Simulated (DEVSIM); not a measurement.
Device: Schottky contact on n-type Si, at 300 K.

```
layer (left to right)  material  thickness (μm)  Nd (cm⁻³)   τn (s)   τp (s)
---------------------  --------  --------------  ---------  -------  -------
1                            Si            1.60     2.5e16  0.00069  0.00069
```

Left contact: Schottky, work function 4.84 eV, emission velocity 9.8e6 cm/s. Right contact: ohmic. Voltage is applied to the left contact. Recombination: SRH at mid-gap, radiative, Auger. Mobility is μmin + (μ − μmin)/(1 + (N/Nref)^α).

The device is made up for the run: typed textbook-type constants, with dimensions and the other settings drawn at random. Values at 300 K.

```csv
parameter,Si
gap (eV),1.124
affinity (eV),4.05
permittivity,11.7
Nc (cm⁻³),2.86e19
Nv (cm⁻³),3.1e19
μn (cm²/Vs),1417
μp (cm²/Vs),470
"μn,min",52
"μp,min",45
"Nref,n",9.7e16
"Nref,p",2.2e17
αn,0.68
αp,0.72
B (cm³/s),4.7e-15
Cn (cm⁶/s),2.8e-31
Cp (cm⁶/s),9.9e-32
```

DEVSIM, 1D drift-diffusion, Boltzmann statistics, complete ionisation; no tunnelling, impact ionisation, image-force lowering or self-heating. Metal contacts follow the ideal Schottky-Mott rule: no Fermi-level pinning, no interface dipoles.

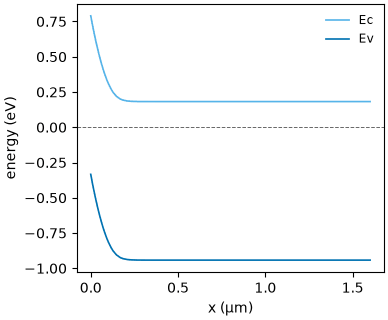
Fig. 1. Band edges at zero bias

Energies count from the Fermi level of the right contact; mesh points crowd at the junctions.

| x (μm) | Ec (eV) | Ev (eV) | n (cm⁻³) | p (cm⁻³) | field (V/cm) |
|---|---|---|---|---|---|
| 0.000 | 0.790 | -0.334 | 1500000 | 7.6e13 | -67000 |
| 0.009226 | 0.730 | -0.394 | 1.6e7 | 7.4e12 | -64000 |
| 0.02008 | 0.663 | -0.461 | 2.1e8 | 5.6e11 | -59000 |
| 0.03678 | 0.569 | -0.555 | 7.8e9 | 1.5e10 | -53000 |
| 0.07035 | 0.414 | -0.710 | 3.2e12 | 3.6e7 | -40000 |
| 0.1007 | 0.310 | -0.814 | 1.8e14 | 660000 | -28000 |
| 0.1474 | 0.219 | -0.905 | 6.0e15 | 19000 | -12000 |
| 0.2311 | 0.184 | -0.940 | 2.3e16 | 5000 | -710 |
| 0.3263 | 0.182 | -0.942 | 2.5e16 | 4700 | -19 |
| 0.4571 | 0.182 | -0.942 | 2.5e16 | 4600 | ≈ 0 |
| 0.6365 | 0.182 | -0.942 | 2.5e16 | 4600 | ≈ 0 |
| 0.9207 | 0.182 | -0.942 | 2.5e16 | 4600 | ≈ 0 |
| 1.112 | 0.182 | -0.942 | 2.5e16 | 4600 | ≈ 0 |
| 1.236 | 0.182 | -0.942 | 2.5e16 | 4600 | ≈ 0 |
| 1.373 | 0.182 | -0.942 | 2.5e16 | 4600 | ≈ 0 |
| 1.434 | 0.182 | -0.942 | 2.5e16 | 4600 | ≈ 0 |
| 1.486 | 0.182 | -0.942 | 2.5e16 | 4600 | ≈ 0 |
| 1.524 | 0.182 | -0.942 | 2.5e16 | 4600 | ≈ 0 |
| 1.557 | 0.182 | -0.942 | 2.5e16 | 4600 | ≈ 0 |
| 1.575 | 0.182 | -0.942 | 2.5e16 | 4600 | ≈ 0 |
| 1.589 | 0.182 | -0.942 | 2.5e16 | 4600 | ≈ 0 |
| 1.600 | 0.182 | -0.942 | 2.5e16 | 4600 | ≈ 0 |
